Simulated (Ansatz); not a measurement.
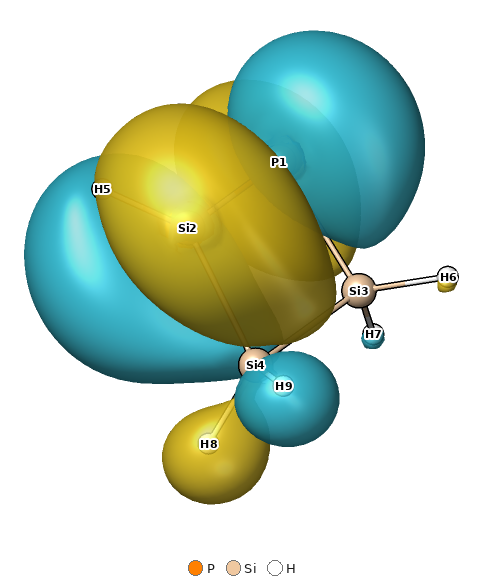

*H5PSi3 (SMILES [SiH]1=P[SiH2][SiH2]1). The LUMO at ±0.05 Å⁻³ᐟ² (yellow and cyan are the two phases), seen at a tilt.*

Geometry: B3LYP-D3(BJ)/def2-SVP.

The calculation used Ansatz, isolated molecule in a Gaussian basis; Kohn-Sham density functional theory, functional PBE0.

```xyz
9

P     1.7148   -0.7083    1.2332
Si    1.2817   -1.0945   -0.7884
Si   -0.4120    0.1542    1.2775
Si   -0.8939   -0.2836   -1.0019
H     2.2287   -1.7391   -1.7505
H    -0.4320    1.6042    1.6366
H    -1.3004   -0.5677    2.2375
H    -1.9460   -1.2989   -1.3083
H    -1.0718    0.8870   -1.9127
```

**What is the character of this orbital?**

By Hirshfeld shares it lies mainly on Si2 (about 45 %), P1 (about 35 %) and Si4 (about 10 %); π-antibonding (π*) across Si2–P1. Its energy is −2.53 eV.
